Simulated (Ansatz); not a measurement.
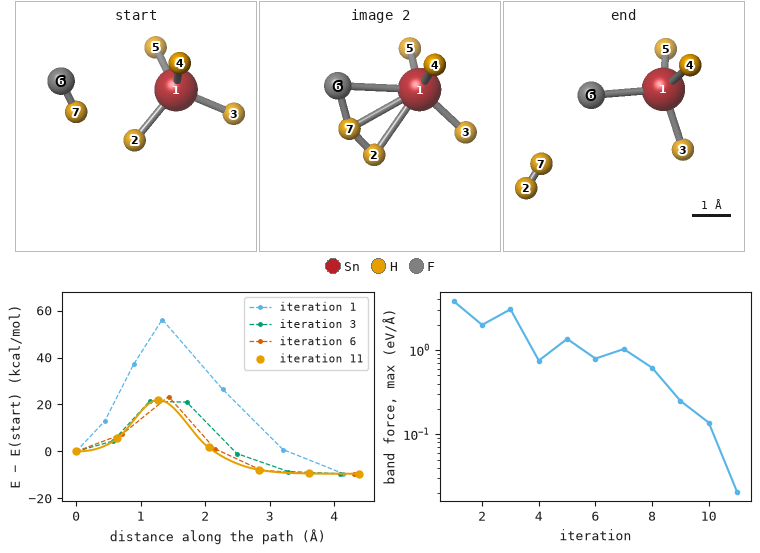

NEB run on SnH5F. Images are numbered from 0 (start) to 6 (end). The plot follows the band through its iterations. Style: ball-and-stick. Shown at a tilt.

Theory: Ansatz, RKS BLYP-D4/def2-SVP. Settings: 5 movable images; climbing image; force threshold 0.05 eV/Å; iteration limit 60; starting path through a guess of the saddle point.

**Judge this run.**

The run is converged, with reservations. The band converged in 11 iterations. The largest component of the band force went from 3.8 to 0.021 eV/Å. The climbing image converged on the top of the path. Its vibrational analysis gives 2 imaginary modes over 30i cm⁻¹, so it isn't confirmed as a transition state. The first iteration put the highest image at 56.2 kcal/mol. The energy climbs by 22.0 kcal/mol to image 2 and then falls by 31.5 kcal/mol, so the end point sits at −9.5 kcal/mol.

The run took 93 s on 1 thread of Arm Neoverse V1 (shared host), peak memory 0.11 GiB.
